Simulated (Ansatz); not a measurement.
# Ligand exchange: B(CH3)(SiH3)2 + C2H10OSi2 → B(SiH3)3 + C3H10OSi

Species: B(CH3)(SiH3)2, singlet; C2H10OSi2 `C[SiH](C)O[SiH3]`, singlet; B(SiH3)3, singlet; C3H10OSi `CO[SiH](C)C`, singlet. The partners trade CH3 for SiH3: B–CH3 and O–SiH3 bonds give way to B–SiH3 and O–CH3.

Shapes, held fixed at every level: PBE0-D4/def2-TZVP. Flexible molecules stand in one conformer, not always the lowest. Programs: Ansatz 0.2.0. Electronic energies: no zero-point or thermal term.

```
               level                   kind  ΔE (kJ/mol)  less CCSD(T)/CBS estimate
       HF/def2-TZVPP           Hartree–Fock       +222.4                      +12.5
   PBE-D4/def2-TZVPP                    GGA       +187.0                      -22.9
  PBE0-D4/def2-TZVPP          global hybrid       +196.2                      -13.7
      MP2/def2-TZVPP    perturbation theory       +219.7                       +9.8
  CCSD(T)/def2-TZVPP  coupled cluster or CI       +206.6                       -3.3
     CCSD/def2-TZVPP  coupled cluster or CI       +209.5                       -0.4
CCSD(T)/CBS estimate  coupled cluster or CI       +209.9                        0.0
```

The highest level, CCSD(T)/CBS estimate, gives ΔE = +209.9 kJ/mol; the levels span +187.0 to +222.4. The column of differences is taken from that level and isn't an error. No measured value is set beside it here. The CBS estimate extrapolates MP2 from def2-TZVPP and def2-QZVPP and adds CCSD(T) − MP2 in the triple-zeta set, cores frozen.

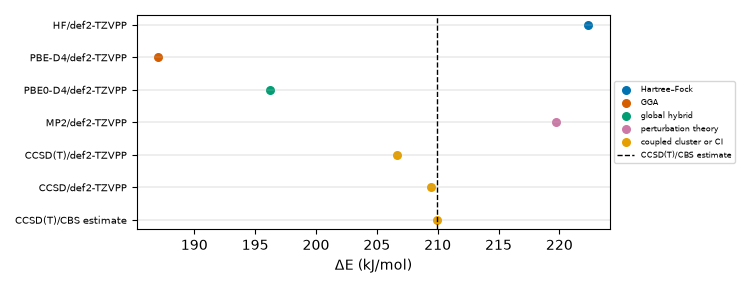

The values of the table, level by level.
